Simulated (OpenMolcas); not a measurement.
**Energy and gradient calculation, with input and output: AgH (charge −1) (part 1 of 2)**

System: AgH, charge −1, multiplicity 2.
Method: PW6B95/ANO-R2, UKS, DKH3 (OpenMolcas 26.06).

The geometry is that of the parent species in another charge or spin state.

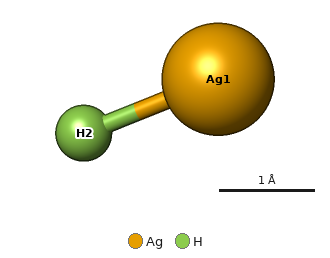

Fig. 1: The structure (ball-and-stick view, seen at an oblique angle; atoms are numbered from 1 in the order of the input). Sticks mark near contacts.

Input:
```
>>> EXPORT MOLCAS_PRINT=2

&GATEWAY
  Coord=input.xyz
  Basis=ANO-R2
  Group=NoSym

&SEWARD
  Relativistic=R03O02
  Expert

&SCF
  UHF
  Charge=-1
  Spin=2
  KSDFT=HYB_MGGA_XC_PW6B95
  PrOrbitals=1 1

&ALASKA
```

File input.xyz:
```
2

Ag     0.000000     0.000000     0.000000
H      0.000000     0.000000     1.618100
```

Run on 1 thread of Arm Neoverse V1, 24 GiB of memory available, shared host.

Run as:
```bash
export MOLCAS_MEM=1860
pymolcas job.input > job.log
```

Output:
```
--- Start Module: gateway ---

                                              &GATEWAY

                       available to each process: 1.9 GB of memory, 1 thread

++    Symmetry information:
      ---------------------

                    Character Table for C1

                             E
                    a        1  x, y, xy, Rz, z, xz, Ry, yz, Rx, I
--

++    Basis set information:
      ----------------------

      Basis set label: AG.ANO-R...7S5P4D2F1G.

      Electronic valence basis set:
      ------------------
      Associated Effective Charge  47.000000 au
      Associated Actual Charge     47.000000 au
      Nuclear Model: Finite nucleus - Gaussian distribution
        Gaussian exponent, Xi/bohr**(-2):  2.03890E+08

      Shell  nPrim  nBasis  Cartesian Spherical Contaminant
         s      23       7        X
         p      16       5        X
         d      12       4                 X
         f       6       2                 X
         g       5       1                 X

      Basis set label: H.ANO-R...3S2P1D.

      Electronic valence basis set:
      ------------------
      Associated Effective Charge   1.000000 au
      Associated Actual Charge      1.000000 au
      Nuclear Model: Finite nucleus - Gaussian distribution
        Gaussian exponent, Xi/bohr**(-2):  2.12482E+09

      Shell  nPrim  nBasis  Cartesian Spherical Contaminant
         s       7       3        X
         p       4       2        X
         d       2       1                 X
--

++    Molecular structure info:
      -------------------------

                    ************************************************
                    **** Cartesian Coordinates / bohr, angstrom ****
                    ************************************************

     Center  Label                x              y              z                     x              y              z
        1      AG1              0.000000       0.000000       0.000000              0.000000       0.000000       0.000000
        2      H2               0.000000       0.000000       3.057766              0.000000       0.000000       1.618100
--

            Nuclear Potential Energy             15.37069952 au

--- Stop Module: gateway /rc=_RC_ALL_IS_WELL_ ---

--- Start Module: seward ---

                                              &SEWARD

                       available to each process: 1.9 GB of memory, 1 thread

 ###############################################################################
 ###    WARNING:  EXPERT option is ON!                                       ###
 ###############################################################################
               SEWARD will generate:
                  Multipole Moment integrals up to order  2
                  Kinetic Energy integrals
                  Nuclear Attraction integrals (finite nuclei - Gaussian type)
                  One-Electron Hamiltonian integrals
                  Velocity integrals
                  Relativistic Douglas-Kroll-Hess integrals:
                    - Parametrization         : OPT
                    - DKH order of Hamiltonian: 3
                    - DKH order of Properties : 2
                         - multipole moment operators
                         - electric potential operators
                         - contact operators
                  Orbital angular momentum around (  0.0000   0.0000   0.0286 )
                  Velocity quadrupole around (  0.0000   0.0000   0.0286 )
                  Atomic mean-field integrals
                  Two-Electron Repulsion integrals

                   Integrals are discarded if absolute value <: 1.00E-14
                   Integral cutoff threshold is set to       <: 1.00E-16

            Nuclear Potential Energy             15.37069952 au

      Basis set specifications :
      Symmetry species         a
      Basis functions           79

--- Stop Module: seward /rc=_RC_ALL_IS_WELL_ ---
--- Module seward spent 6 seconds ---

--- Start Module: scf ---

                                                &SCF

                       available to each process: 1.9 GB of memory, 1 thread

++    Input section:
      --------------

      Header of the integral files:

      Cartesian coordinates in angstrom:
      -----------------------------------------------------
      No.  Label        X            Y            Z
      -----------------------------------------------------
       1   AG1        0.00000000   0.00000000   0.00000000
       2   H2         0.00000000   0.00000000   1.61810000
      -----------------------------------------------------
      Nuclear repulsion energy =   15.37069952
--

++    Orbital specifications:
      -----------------------

      Symmetry species               1
                                     a
      Frozen orbitals                0
      Start temperature = 0.500
      End temperature   = 0.010
      Temperature Factor= 0.460
      Deleted orbitals               0
      Total number of orbitals      79
      Number of basis functions     79
--

      Molecular charge                          -1.000

      Numerical integration parameters
      --------------------------------
      Radial quadrature type:                         MHL
      Size of radial grid:                            75
      Lebedev angular grid:                           29
      Angular grid pruned with the crowding factor:  3.00E+00
                                 and fading factor:  6.00E+00
      Screening threshold for integral computation:   1.00E-11
      Radial quadrature accuracy:                     1.00E-25
      Maximum batch size:                             128
      AO values are stored on disk
      The same grid will be used for all iterations.

      DFT functional specifications
      -----------------------------
      Using Libxc version: 6.2.2
      Please cite the following reference:
      S. Lehtola, C. Steigemann, M. J.T. Oliveira, and M. A.L. Marques.,  SoftwareX 7, 1–5 (2018) doi:10.1016/j.softx.2017.11.002

      * Mixture of PW91 with BC95 from Zhao and Truhlar

++    Optimization specifications:
      ----------------------------

      SCF Algorithm: Conventional USCF
      D(i)-D(i-1) density differences are used
      Number of density matrices in core                 5
      Maximum number of NDDO SCF iterations            400
      Maximum number of HF SCF iterations              400
      Threshold for SCF energy change             1.00E-09
      Threshold for density matrix                1.00E-04
      Threshold for Fock matrix                   1.50E-04
      Threshold for linear dependence             1.00E-09
      Threshold at which DIIS is turned on        1.50E-01
      Maximum depth in the DIIS procedure                5
      Maximum depth in the BFGS Hessian update          30
      Threshold at which QNR/C2DIIS is turned on  7.50E-02
      Threshold for Norm(delta) (QNR/C2DIIS)      1.00E-03
      All orbitals punched on: UHFORB
--

      Input vectors read from INPORB
      Orbital file label: *Guess orbitals

++ Convergence information
                               UHF [...]      iterations: Energy and convergence statistics

Iter     Tot. [...]      One-elec.       Two-elec.     Energy      Max Dij or  Max Fij      DNorm      TNorm      AccCon     Time
         Energy          Energy          Energy        Change      Delta Norm                                                in Sec.

 The total and one-electron energies are shifted by a value of      5000. a.u.

   1  -317.168767685 -2473.617264725  2141.077797518   0.00E+00    6.29E-01*   8.41E-01*    1.05E+01   5.60E+02   None         1.
   2  -315.851002111 -2452.085168303  2120.863466671   1.32E+00*   6.29E-01*   3.77E-13     5.86E+00   5.57E+02   EDIIS        0.
   3  -317.091245528 -2490.468433139  2158.006488090  -1.24E+00*   2.21E-01*   1.05E-01*    3.69E+00   5.62E+02   EDIIS        0.
   4  -317.603105848 -2487.788355085  2154.814549715  -5.12E-01*   1.76E-01*   6.94E-02*    2.29E+00   5.62E+02   EDIIS        0.
   5  -317.685198941 -2474.626507902  2141.570609439  -8.21E-02*   1.56E-01*   7.10E-02*    1.80E+00   5.60E+02   EDIIS        0.
   6  -317.664128526 -2498.387480046  2165.352651999   2.11E-02*   2.30E-02*   4.48E-02*    1.01E+00   5.63E+02   EDIIS        0.
   7  -317.725939975 -2483.266186956  2150.169547460  -6.18E-02*   2.24E-02*   4.69E-03*    3.19E-01   5.61E+02   EDIIS        0.
   8  -317.725950598 -2484.438518116  2151.341867996  -1.06E-05*   9.58E-03*   2.50E-03*    8.03E-02   5.61E+02   EDIIS        0.

       Fermi aufbau procedure completed!
      nOcc(alpha)=   25
      nOcc(beta) =   24

   9  -317.726082070 -2483.445149180  2150.348367588  -1.31E-04*   2.66E-03*   1.48E-03*    2.71E-02   5.61E+02   c2DIIS       0.
  10  -317.726103833 -2483.793842181  2150.697038827  -2.18E-05*   5.89E-03*   5.06E-04*    1.35E-02   5.61E+02   QNRc2DIIS    0.
  11  -317.726101323 -2483.586582324  2150.489781480   2.51E-06*   3.04E-03*   8.70E-04*    9.88E-03   5.61E+02   QNRc2DIIS    0.
  12  -317.726106507 -2483.723099170  2150.626293141  -5.18E-06*   6.81E-04    6.61E-05     5.68E-03   5.61E+02   QNRc2DIIS    0.
  13  -317.726106567 -2483.717996455  2150.621190367  -5.99E-08*   4.89E-04    2.71E-05     1.70E-03   5.61E+02   QNRc2DIIS    0.
  14  -317.726106582 -2483.718908658  2150.622102555  -1.55E-08*   4.81E-05    9.32E-06     7.72E-04   5.61E+02   QNRc2DIIS    0.
  15  -317.726106583 -2483.718755920  2150.621949815  -4.93E-10    1.83E-05    3.52E-06     9.51E-05   5.61E+02   QNRc2DIIS    0.

       Convergence after  15 Iterations
--

 *****************************************************************************************************************************
 *                                             SCF/KS-DFT Program, Final results                                             *
 *                                                       Final Results                                                       *
 *****************************************************************************************************************************

::    Total KS-DFT energy                           -5317.7261065828
      One-electron energy                           -7483.7187559196
      Two-electron energy                            2150.6219498155
      Nuclear repulsion energy                         15.3706995214
      Kinetic energy (interpolated)                  5986.2075196171
      Virial theorem                                    0.8883297295
      Total spin, S(S+1)                                0.7530114888
      Total spin, S                                     0.5015046125
      Max non-diagonal density matrix element           0.0000069263
      Max non-diagonal Fock matrix element              0.0000018869

      All orbitals with orbital energies smaller than  E(LUMO)+0.5 are printed

++    Molecular orbitals:
      -------------------

      Title: UKS-DFT orbitals (alpha)

      Molecular orbitals for symmetry species 1: a

          Orbital            1         2         3         4         5         6         7         8         9        10
          Energy         -932.9997 -138.0903 -123.8544 -123.8539 -123.8539  -25.5041  -20.7855  -20.7855  -20.7842  -13.3219
          Occ. No.          1.0000    1.0000    1.0000    1.0000    1.0000    1.0000    1.0000    1.0000    1.0000    1.0000

          Orbital           11        12        13        14        15        16        17        18        19        20
          Energy          -13.3218  -13.3205  -13.3203  -13.3203   -3.4781   -2.0930   -2.0881   -2.0881   -0.1725   -0.1182
          Occ. No.          1.0000    1.0000    1.0000    1.0000    1.0000    1.0000    1.0000    1.0000    1.0000    1.0000

          Orbital           21        22        23        24        25        26        27        28        29        30
          Energy           -0.1182   -0.1144   -0.1144   -0.0414    0.0685    0.2469    0.3224    0.3224    0.3697    0.4918
          Occ. No.          1.0000    1.0000    1.0000    1.0000    1.0000    0.0000    0.0000    0.0000    0.0000    0.0000

          Orbital           31        32
          Energy            0.6332    0.6332
          Occ. No.          0.0000    0.0000

--

++    Static properties:
      ------------------

      LoProp Charges per center

                   AG1      H2
      Nuclear     47.0000   1.0000
      Electronic -47.3439  -1.6561

      Total       -0.3439  -0.6561
--

      All orbitals with orbital energies smaller than  E(LUMO)+0.5 are printed

++    Molecular orbitals:
      -------------------

      Title: UKS-DFT orbitals (beta)

      Molecular orbitals for symmetry species 1: a

          Orbital            1         2         3         4         5         6         7         8         9        10
          Energy         -932.9993 -138.0897 -123.8537 -123.8537 -123.8531  -25.5034  -20.7848  -20.7848  -20.7836  -13.3211
          Occ. No.          1.0000    1.0000    1.0000    1.0000    1.0000    1.0000    1.0000    1.0000    1.0000    1.0000
```
